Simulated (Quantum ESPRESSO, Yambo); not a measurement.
# Quasiparticle gap of KI (Fm-3m) in Yambo, part 2 of 2

Aim: the G0W0 gap of KI (Fm-3m) on PBE, step by step.

Quantum ESPRESSO 7.5 and Yambo 5.3.0; PBE and many-body steps on it, plane waves. Known limits of the many-body steps: not at the basis limit; no spin-orbit coupling.

So far. Step 2 (Ground state): The gap is direct, at Γ. Step 3 (Bands along the symmetry lines): The gap is 3.968 eV, as in the run before at this level.

### Step 4. Empty states on the mesh, 4×4×4 mesh, 147 bands

Level of this step: DFT, PBE, plane waves, norm-conserving pseudopotentials (Quantum ESPRESSO).

The sums over transitions need many empty states on a uniform mesh; this step solves for them.

pw.in reads:

```
&control
  calculation = 'nscf'
  prefix = 'x'
  outdir = 'o'
  pseudo_dir = 'pseudo'
/
&system
  ibrav = 0
  nat = 2
  ntyp = 2
  ecutwfc = 76.0
  nbnd = 147
  force_symmorphic = .true.
/
&electrons
  conv_thr = 1e-9
  electron_maxstep = 80
  diago_full_acc = .true.
  diago_thr_init = 5e-6
/
ATOMIC_SPECIES
  K 39.098 K.upf
  I 126.9 I.upf
CELL_PARAMETERS angstrom
  0.0000000000 3.5327750000 3.5327750000
  3.5327750000 0.0000000000 3.5327750000
  3.5327750000 3.5327750000 -0.0000000000
ATOMIC_POSITIONS crystal
  K 0.0000000000 0.0000000000 0.0000000000
  I 0.5000000000 0.5000000000 0.5000000000
K_POINTS automatic
  4 4 4 0 0 0
```

Command:

```console
OMP_NUM_THREADS=1 mpirun -n 16 pw.x -nk 4 -in pw.in > pw.out
```

Log:

```text
[banner, memory and clock lines left out]
Program PWSCF v.7.5 starts

     Atomic positions and unit cell read from directory:
     o/x.save/

     Message from routine setup:
     using ibrav=0 with symmetry is DISCOURAGED, use correct ibrav instead

     bravais-lattice index     =            0
     lattice parameter (alat)  =       9.4413  a.u.
     unit-cell volume          =     595.0789 (a.u.)^3
     number of atoms/cell      =            2
     number of atomic types    =            2
     number of electrons       =        34.00
     number of Kohn-Sham states=          147
     kinetic-energy cutoff     =      76.0000  Ry
     charge density cutoff     =     304.0000  Ry
     Exchange-correlation= PBE
                           (   1   4   3   4   0   0   0)

     celldm(1)=   9.441258  celldm(2)=   0.000000  celldm(3)=   0.000000
     celldm(4)=   0.000000  celldm(5)=   0.000000  celldm(6)=   0.000000

     crystal axes: (cart. coord. in units of alat)
               a(1) = (   0.000000   0.707107   0.707107 )
               a(2) = (   0.707107   0.000000   0.707107 )
               a(3) = (   0.707107   0.707107  -0.000000 )

     reciprocal axes: (cart. coord. in units 2 pi/alat)
               b(1) = ( -0.707107  0.707107  0.707107 )
               b(2) = (  0.707107 -0.707107  0.707107 )
               b(3) = (  0.707107  0.707107 -0.707107 )
     Pseudo is Norm-conserving + core correction, Zval =  9.0
     Generated using ONCVPSP code by D. R. Hamann
     Using radial grid of 2222 points,  6 beta functions with:
     Pseudo is Norm-conserving + core correction, Zval = 25.0
     Generated using ONCVPSP code by D. R. Hamann
     Using radial grid of 1188 points,  8 beta functions with:
     K                 9.00    39.09800     K ( 1.00)
     I                25.00   126.90000     I ( 1.00)

     48 Sym. Ops., with inversion, found

   Cartesian axes

     site n.     atom                  positions (alat units)
         1        K      tau(   1) = (   0.0000000   0.0000000   0.0000000  )
         2        I      tau(   2) = (   0.7071068   0.7071068   0.7071068  )

     number of k points=     8
                       cart. coord. in units 2pi/alat
        k(    1) = (   0.0000000   0.0000000   0.0000000), wk =   0.0312500
        k(    2) = (   0.1767767   0.1767767  -0.1767767), wk =   0.2500000
        k(    3) = (  -0.3535534  -0.3535534   0.3535534), wk =   0.1250000
[...]
k(    7) = (  -0.7071068   0.0000000   0.0000000), wk =   0.0937500
        k(    8) = (  -0.7071068   0.3535534   0.0000000), wk =   0.1875000

     Dense  grid:    53377 G-vectors     FFT dimensions: (  54,  54,  54)

     The potential is recalculated from file :
     o/x.save/charge-density

     Starting wfcs are   18 randomized atomic wfcs +  129 random wfcs

     Band Structure Calculation

     End of band structure calculation

          k = 0.0000 0.0000 0.0000 (  6615 PWs)   bands (ev):

  -170.5834-117.4416-117.4416-117.4416 -39.8303 -39.8303 -39.8214 -39.8214
   -39.8214 -25.6599  -9.1471  -9.1471  -9.1471  -7.6826   2.8348   2.8348
     2.8348   6.8023   9.3581   9.3581   9.3581  10.0787  10.0787  12.6277
    15.5384  15.5384  15.5384  15.8454  15.8454  15.8454  17.8809  17.8809
[...]
[... 7 further rows ...]
[...]
70.8762  71.5903  71.5904

          k = 0.1768 0.1768-0.1768 (  6639 PWs)   bands (ev):

  -170.5835-117.4417-117.4416-117.4416 -39.8367 -39.8367 -39.8293 -39.8256
[...]
[... 7 further rows ...]
[...]
70.6238  70.7768  70.7768

          k =-0.3536-0.3536 0.3536 (  6658 PWs)   bands (ev):

  -170.5835-117.4417-117.4416-117.4416 -39.8399 -39.8399 -39.8381 -39.8284
[...]
41.5888  42.7574  42.7574  43.4954  43.4954  43.5600  43.5600  43.5875
     [... 7 further rows ...]
    68.8451  68.8451  69.9535  69.9830  69.9830  70.1362  71.7432  71.7432
    72.7317  72.7317  73.0523

          k = 0.3536 0.0000 0.0000 (  6643 PWs)   bands (ev):

     [... further k-points ...]

     highest occupied, lowest unoccupied level (ev):     2.8348    6.8023

     XML data file, pseudopotentials, collected wavefunctions
```

Run time: 6.1 s. Hardware: 16 MPI ranks of Intel Xeon 6975P-C (Granite Rapids), shared host; peak memory 1.2 GiB.

This step gave:

- gap: 3.968 eV
- k of the valence top: 0, 0, 0
- k of the conduction bottom: 0, 0, 0
- least direct gap: 3.968 eV
- k points computed: 8
- lowest point of the top converged band, above the valence top: 67.9421 eV

On this mesh the gap is 3.968 eV.

### Step 5. Conversion and set-up

This step: Yambo 5.3.0; conversion and set-up on PBE, plane waves, norm-conserving pseudopotentials.

The states are converted to the many-body program's format and the q mesh is built.

Command:

```console
(cd o/x.save; p2y > p2y.log; mv SAVE ../..); yambo > setup.log
```

Log:

```text
 Yambo, version 5.3.0

 [02] CORE Variables Setup
 =========================

  [02.01] Unit cells
  ==================

  Cell kind             :  FCC
  Atoms in the cell     :  K  I
  number of K  atoms    :  1
  number of I  atoms    :  1

  List of atomic masses
  Mass of K     :  39.09800
  Mass of I     :  126.9000

  List of atomic coordinates    : [cc]
  K1       :  0.000000  0.000000  0.000000  order 1
  I1       :  6.675977  6.675977  6.675977  order 2

  Alat factors          :  6.675977  6.675977  6.675977 [a.u.]
  Direct lattice volume :  595.0789 [a.u.]
  Direct lattice vectors:  A[ 1 ]  A[ 2 ]  A[ 3 ]
   A[ 1 ]:  0.000000  1.000000  1.000000  [iru]
   0.000000  6.675977  6.675977  [cc]
   A[ 2 ]:  1.000000  0.000000  1.000000  [iru]
   6.675977  0.000000  6.675977  [cc]
   A[ 3 ]:  1.000000  1.000000 -0.000000  [iru]
   6.675977  6.675977 -0.000000  [cc]

  Recip. lattice volume :  0.416836 [a.u.]
  Recip. lattice vectors:  B[ 1 ]  B[ 2 ]  B[ 3 ]
   B[ 1 ]: -0.500000  0.500000  0.500000  [iku]
  -0.470582  0.470582  0.470582  [cc]
   B[ 2 ]:  0.500000 -0.500000  0.500000  [iku]
   0.470582 -0.470582  0.470582  [cc]
   B[ 3 ]:  0.500000  0.500000 -0.500000  [iku]
   0.470582  0.470582 -0.470582  [cc]

  [02.02] Symmetries
  ==================

  Inversion symmetry    : yes
  Spatial inversion     : yes
  Inversion index       :  25
  K-space Time-reversal : no
  Magnetic symmetries   : no
  Group table correct   : yes
  Symmetries units      :  [cc]

   [S  1]:   1.0000      0.66965E-17  0.66965E-17  0.66965E-17   1.0000     -0.66965E-17 -0.66965E-17 -0.66965E-17   1.0000
   [S  2]:  -1.0000     -0.66965E-17  0.66965E-17 -0.66965E-17  -1.0000     -0.66965E-17  0.66965E-17  0.66965E-17   1.0000
   [S  3]:  -1.0000      0.66965E-17 -0.66965E-17 -0.66965E-17   1.0000      0.66965E-17  0.66965E-17 -0.66965E-17  -1.0000
[...]
[... 36 further rows ...]
   [S 47]:  0.66965E-17   1.0000     -0.66965E-17 -0.66965E-17  0.66965E-17  -1.0000       1.0000     -0.66965E-17  0.66965E-17
   [S 48]:  0.66965E-17  -1.0000      0.66965E-17 -0.66965E-17 -0.66965E-17   1.0000       1.0000      0.66965E-17 -0.66965E-17

  [02.03] Reciprocal space
  ========================

  nG shells         :   461
  nG charge         :   53377
  nG WFs            :   7773
  nC WFs            :   6710
  G-vecs. in first 46 shells:  [ Number ]
     1    9   15   27   51   59   65   89  113
    137   169   181   229   259   283   307   331   339
    387   411   459   531   537   561   609   645   701
[...]
1639
  ...
  Shell energy in first 46 shells:  [ mHa ]
[...]
8414.99      8857.89      9190.06      9300.78      9743.67      10075.8      10629.5      10961.6      11072.4
    11515.3      11847.4      11958.1      12733.2      12843.9      13286.8      13619.0      14172.6      14504.8
    14615.5
  ...

[...]
K/Q-points units:
  rlu = crystal or reduced units; cc = cartesian coordinates; iku = interal k-units

  K [1]          [rlu]:  0.000000  0.000000  0.000000
         WF components:   6615
  K [2]          [rlu]: -0.66843E-18 -0.66843E-18  0.25000
         WF components:   6639
  K [3]          [rlu]:  0.13369E-17  0.13369E-17 -0.50000
         WF components:   6658
  K [4]          [rlu]:  0.20426E-17  0.25000      0.25000
         WF components:   6643
  K [5]          [rlu]:  0.20221E-16  0.25000     -0.50000
         WF components:   6674
  [... 2 further k-points ...]
  K [8]          [rlu]:  0.250000 -0.500000 -0.250000
         WF components:   6652

  [02.05] Energies & Occupations
  ==============================

  [X] === General ===
  [X] Electronic Temperature                        :  0.000000  0.000000 [eV K]
  [X] Bosonic    Temperature                        :  0.000000  0.000000 [eV K]
  [X] Finite Temperature mode                       : no
  [X] El. density                                   :  0.38557E+24 [cm-3]
  [X] Fermi Level                                   :  2.834754 [eV]

  [X] === Gaps and Widths ===
  [X] Conduction Band Min                           :  3.967594 [eV]
  [X] Valence Band Max                              :  0.000000 [eV]
  [X] Filled Bands                                  :  17
  [X] Empty Bands                                   :   18  147
  [X] Direct Gap                                    :  3.967594 [eV]
  [X] Direct Gap localized at k                     :  1
  [X] Indirect Gap                                  :  3.967594 [eV]
  [X] Indirect Gap between kpts                     :  1  1
  [X] Last valence band width                       :  0.596217 [eV]
  [X] 1st conduction band width                     :  2.515618 [eV]

  E @ K [1]:  [eV]
  -173.4182 -120.2763 -120.2763 -120.2763  -42.6651  -42.6651  -42.6561  -42.6561
   -42.6561     -28.4947     -11.9819     -11.9819     -11.9819     -10.5174    -0.395204E-8 -0.297921E-8
   0.000000  3.967594  6.523306  6.523306  6.523306  7.243986  7.243986  9.792993
[...]
occ @ K [1]
[...]
E @ K [2]:  [eV]
[...]
occ @ K [2]
[...]
E @ K [3]:  [eV]
[...]
occ @ K [3]
[...]
E @ K [4]:  [eV]
[...]
occ @ K [4]
[...]
E @ K [5]:  [eV]
[...]
occ @ K [5]
[...]
[... 2 further k-points ...]
  E @ K [8]:  [eV]
[...]
occ @ K [8]
[...]
0.000000  0.000000  0.000000  0.000000  0.000000  0.000000  0.000000  0.000000
   0.000000  0.000000  0.000000  0.000000  0.000000  0.000000  0.000000  0.000000

 [03] Transferred momenta grid and indexing
 ==========================================

 IBZ Q-points                                      :   8
 BZ  Q-points                                      :   64

 K/Q-points units:
 rlu = crystal or reduced units; cc = cartesian coordinates; iku = interal k-units

 Q [1]          [rlu]:  0.000000  0.000000  0.000000
 Q [2]          [rlu]: -0.66843E-18 -0.66843E-18  0.25000
 Q [3]          [rlu]:  0.13369E-17  0.13369E-17 -0.50000
[...]
Q [7]          [rlu]: -0.40852E-17 -0.50000     -0.50000
 Q [8]          [rlu]:  0.250000 -0.500000 -0.250000

  [03.01] X indexes
  =================

   [03.01.01] Sigma indexes
   ========================

 [06] Game Over & Game summary
```

Wall time 3.4 s (1 MPI rank); peak memory 0.26 GiB.

### Step 6. Screening and self-energy, 4×4×4 mesh, 147 bands, screening to 149.7 eV

Now the one-shot GW correction: screening in the RPA, then the self-energy of the levels asked for.

This step: G0W0 on PBE, plane waves, norm-conserving pseudopotentials.

gw1.in reads:

```
HF_and_locXC
gw0
dyson
ppa
em1d
rim_cut
RandQpts= 1000000
RandGvec= 1 RL
EXXRLvcs= 76 Ry
VXCRLvcs= 304 Ry
Chimod= "HARTREE"
% BndsRnXp
 1 | 147 |
%
NGsBlkXp= 11 Ry
% LongDrXp
 1 | 1 | 1 |
%
% GbndRnge
 1 | 147 |
%
DysSolver= "n"
ExtendOut
PPAPntXp= 27.21138 eV
% QPkrange
 1 | 1 | 16 | 19 |
%
```

Command:

```console
OMP_NUM_THREADS=1 mpirun -n 16 yambo -F gw1.in -J gw1 -C gw1 > gw1.log
```

Log:

```text
 Yambo, version 5.3.0

 [02] CORE Variables Setup
 =========================

  [... cell, symmetries and grids as in the set-up ...]

  [02.05] Energies & Occupations
  ==============================

  [X] === General ===
  [X] Electronic Temperature                        :  0.000000  0.000000 [eV K]
  [X] Bosonic    Temperature                        :  0.000000  0.000000 [eV K]
  [X] Finite Temperature mode                       : no
  [X] El. density                                   :  0.38557E+24 [cm-3]
  [X] Fermi Level                                   :  2.834754 [eV]

  [X] === Gaps and Widths ===
  [X] Conduction Band Min                           :  3.967594 [eV]
  [X] Valence Band Max                              :  0.000000 [eV]
  [X] Filled Bands                                  :  17
  [X] Empty Bands                                   :   18  147
  [X] Direct Gap                                    :  3.967594 [eV]
  [X] Direct Gap localized at k                     :  1
  [X] Indirect Gap                                  :  3.967594 [eV]
  [X] Indirect Gap between kpts                     :  1  1
  [X] Last valence band width                       :  0.596217 [eV]
  [X] 1st conduction band width                     :  2.515618 [eV]

 [03] Transferred momenta grid and indexing
 ==========================================

 IBZ Q-points                                      :   8
 BZ  Q-points                                      :   64

 K/Q-points units:
 rlu = crystal or reduced units; cc = cartesian coordinates; iku = interal k-units

 Q [1]          [rlu]:  0.000000  0.000000  0.000000
 Q [2]          [rlu]: -0.66843E-18 -0.66843E-18  0.25000
 Q [3]          [rlu]:  0.13369E-17  0.13369E-17 -0.50000
 Q [4]          [rlu]:  0.20426E-17  0.25000      0.25000
 Q [5]          [rlu]:  0.31425E-16  0.25000      0.50000
 Q [6]          [rlu]:  0.13369E-17  0.25000     -0.25000
 Q [7]          [rlu]: -0.40852E-17 -0.50000     -0.50000
 Q [8]          [rlu]:  0.250000 -0.500000 -0.250000

 [04] Coloumb potential Random Integration (RIM)
 ===============================================

  [04.01] RIM initialization
  ==========================

  * Diagonal components only detected *

  8 x (sBL volume)        :  0.052104 [a.u.]
  sBZ random points       :  1000000
  Points outside the sBZ  :   7968281
  RL volume               :  0.416836 [a.u.]
  Integrated volume       :  0.418495 [a.u.]

  [04.02] RIM integrals
  =====================

  Gamma point sphere radius             :  0.067750 [a.u.]
  Points outside the sphere             :   800476
  [Int_sBZ(q=0) 1/q^2]*(Vol_sBZ)^(-1/3) =:  7.776341
                                 should be <:  7.795600

  Summary of Coulomb integrals for non-metallic bands |Q|[au] RIM/Bare

  Q [1] 0.100000E-4 0.997530 * Q [2] 0.203768 1.068480
  Q [4] 0.235291 1.066792 * Q [6] 0.332752 1.029814
  Q [5] 0.390186 1.022655 * Q [3] 0.407536 1.020683
  Q [7] 0.470582 1.017590 * Q [8] 0.526126 1.014612

 [05] Dipoles
 ============

  [05.01] Setup: observables and procedures
  =========================================

 [06] Dynamic Dielectric Matrix (PPA)
 ====================================

 [SLK-Inversion]  Pools        :   4
 [SLK-Inversion]  BLACS grid   :  2  2

 [WR./gw1//ndb.pp]---------------------------------------------------------------
  Brillouin Zone Q/K grids (IBZ/BZ)                :    8   64    8   64
  RL vectors                                       :   7799 [WF]
  Coulomb cutoff potential                         : none
  Electronic Temperature                           :  0.000000 [K]
  Bosonic    Temperature                           :  0.000000 [K]
  PPA    diel. fun.  energies                      : Perdew, Burke & Ernzerhof(X)+Perdew, Burke & Ernzerhof(C)
  wavefunctions                                    : Perdew, Burke & Ernzerhof(X)+Perdew, Burke & Ernzerhof(C)
  Global Gauge                                     : length
  X matrix size                                    :   387
  X band range                                     :    1  147
  X e/h energy range                               : -1.000000 -1.000000 [eV]
  X Time ordering                                  : R
  X Hxc Kernel                                     : HARTREE
  X Drude frequency                                :  0.000000  0.000000
  X poles                                          :  100.0000 [o/o]
  RL vectors in the sum                            :   7799
  [r,Vnl] included                                 : yes
  Field direction                                  :  0.577350E-5  0.577350E-5  0.577350E-5
  BZ energy Double Grid                            : no
  BZ energy DbGd points                            : 0
  BZ Q point size factor                           : -1.000000
  X Optical Averaged directions                    : none

 [07] Local Exchange-Correlation + Non-Local Fock
 ================================================

 [VXC] Plane waves :   53377
 [EXS] Plane waves :   6735

 QP @ state[ 1 ] K range:  1  1
 QP @ state[ 1 ] b range:  16  19

 [xc] Functional : Perdew, Burke & Ernzerhof(X)+Perdew, Burke & Ernzerhof(C)
 [xc] LIBXC used to calculate xc functional
  PP Number of Atomic Species                      :  2
  NLCC RL compoments                               :   53377
  PP Number of Atomic Species                      :  2
  NLCC RL compoments                               :   53377

 [xc] E_xc :  -26.22147 [Ha]
      E_xc :  -52.44295 [Ry]

  Local XC kind (lXC) : Perdew, Burke & Ernzerhof(X)+Perdew, Burke & Ernzerhof(C)
  Non-Local XC kind (nlXC) : Hartree-Fock

  Corrections @ K [1] :  [eV]
 <16|nlXC|16> = -16.25155  0.26209E-17 <16|lXC|16> = -13.18414  0.000000
 <17|nlXC|17> = -16.25154  0.20504E-17 <17|lXC|17> = -13.18414  0.000000
 <18|nlXC|18> = -3.749263 -0.18192E-17 <18|lXC|18> = -7.190470 -0.18882E-15
 <19|nlXC|19> = -3.670814  0.55658E-18 <19|lXC|19> = -7.985021  0.000000

 [08] Dyson equation: Newton solver
 ==================================

  [08.01] G0W0 (W PPA)
  ====================

  [  GW  ] Bands range     :    1  147
  [GW/PPA] G damping       :  0.100000 [eV]

  QP @ state[ 1 ] K range:  1  1
  QP @ state[ 1 ] b range:  16  19

   Sc/G bands                                       :    1  147
   Sc/G damping                                     :  0.100000 ev
   Sc bands terminator                              : no
   Sx RL components                                 :   6735

   QP @ state[ 1 ] K range                          :  1  1
   QP @ state[ 1 ] b range                          :  16  19
   GF energies kind                                 : Perdew, Burke & Ernzerhof(X)+Perdew, Burke & Ernzerhof(C)
   GF WF`s kind                                     : Perdew, Burke & Ernzerhof(X)+Perdew, Burke & Ernzerhof(C)
   Xs energies kind                                 : Perdew, Burke & Ernzerhof(X)+Perdew, Burke & Ernzerhof(C)
   Xs WF`s kind                                     : Perdew, Burke & Ernzerhof(X)+Perdew, Burke & Ernzerhof(C)

 [11] Game Over & Game summary
```

It took 70 s on 16 MPI ranks; peak memory 7.4 GiB; 18 min of CPU time.

This step gave:

```
G0W0 gap on the points computed              : 6.025 eV
starting gap on the mesh                     : 3.968 eV
k of the valence top                         : 0, 0, 0
k of the conduction bottom                   : 0, 0, 0
least direct G0W0 gap on the computed points : 6.025 eV
Z at the valence top                         : 0.8264
Z at the conduction bottom                   : 0.8632
```

The gap on the mesh goes from 3.97 eV to 6.02 eV, a correction of +2.06 eV.

Limits: finite bands, cutoff and mesh; no spin-orbit coupling. v1 is the top filled band, c1 the lowest empty one. The levels before and after the correction (eV, zero at the valence-band top of each column):

```csv
,conduction bottom,valence top
Kohn-Sham,3.97,0.00
G0W0,6.02,0.00
```

```csv
,level,energy (eV)
Kohn-Sham,Γ v2-v1,0.000
Kohn-Sham,Γ c1,3.968
Kohn-Sham,Γ c2,6.523
G0W0,Γ v2-v1,0.000
G0W0,Γ c1,6.025
G0W0,Γ c2,9.205
```

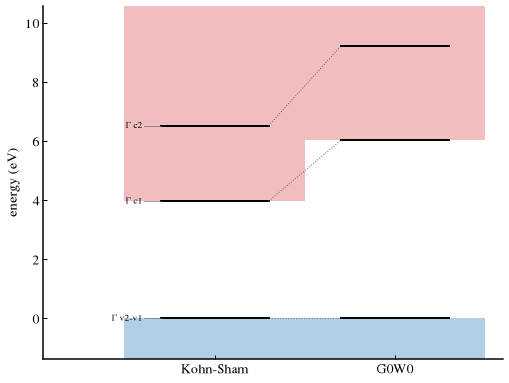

Levels before and after the correction. Shaded: valence and conduction bands.

### Step 7. Where the time went

Times are wall times on the hardware named with each run, good to a factor of about two.

```csv
step,time,share,memory (GiB)
ground state,4.9 s,6 %,1.1
bands along the symmetry lines,4.4 s,5 %,1.3
empty states on the mesh,6.1 s,7 %,1.2
conversion and set-up,3.4 s,4 %,0.26
screening and self-energy,70 s,79 %,7.4
```

### Step 8. What came out

```json
{"PBE gap": "3.97 eV, direct", "G0W0 gap on the mesh": "6.02 eV", "GW settings": "4×4×4 mesh, 147 bands, screening to 149.7 eV, Godby-Needs plasmon pole", "known limits": "not at the basis limit; no spin-orbit coupling"}
```

In words: G0W0 moves the gap on the mesh from 3.97 eV to 6.02 eV (+2.06 eV), with Z of 0.83 and 0.86 at the edges. Only 1 of the mesh's irreducible points was corrected, so a valley elsewhere could overtake. The dearest step here is «screening and self-energy». Bands and cutoff are finite, so the gap is not at the basis limit. The miss can reach some tenths of an eV and take either sign; the mesh is an error of its own. In the G0W0 run levels were corrected at 1 k point alone, so a gap called «on the mesh» is the least over those, and an edge elsewhere would be missed. The many-body steps are scalar-relativistic: spin-orbit coupling is not in them.

[Paths, hosts, dates, memory and timing lines, banners, echoed tables and standing remarks are left out of the program output.]

[Logs are printed without paths, hosts, clocks, repeated set-up lines and the standing remarks that a program may print on its own settings, such as how far it seeks lower states.]

[Runs of the session that timed out or met a known fault of the program may be left out.]

[Hosts, paths, dates, database ids (printed as entryN), source tags and the programs' standing remarks are cut or masked in the printed files.]
